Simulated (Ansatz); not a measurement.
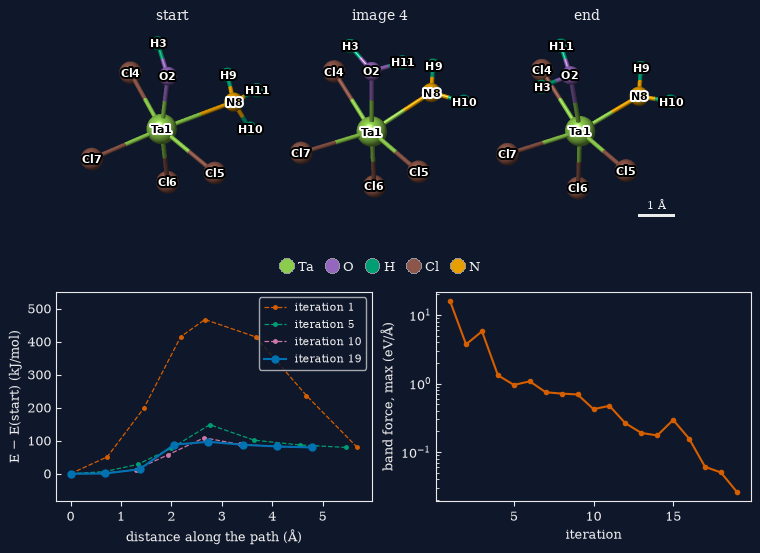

A nudged-elastic-band calculation for TaNH₄OCl₄. Images are numbered from 0 (start) to 7 (end). The plot follows the band through its iterations. The picture is a ball-and-stick view, seen from a free direction.

Theory: Ansatz, RKS PBE/def2-SVP. Settings: 6 movable images; no climbing image; force threshold 0.03 eV/Å; iteration limit 60; starting path through a guess of the saddle point.

> Judge this run.

The run is converged, with reservations. The band converged in 19 iterations. The largest component of the band force went from 16 to 0.026 eV/Å. No image climbed, so the highest image needn't lie on the saddle point, and the true maximum along this path can be higher. The first iteration put the highest image at 467.0 kJ/mol. The energy climbs by 96.7 kJ/mol to image 4 and then falls by 17.2 kJ/mol, so the end point sits at +79.5 kJ/mol.

The run took 3 min on 4 threads of Intel(R) Xeon(R) 6975P-C (Granite Rapids) (shared host), peak memory 0.28 GiB.
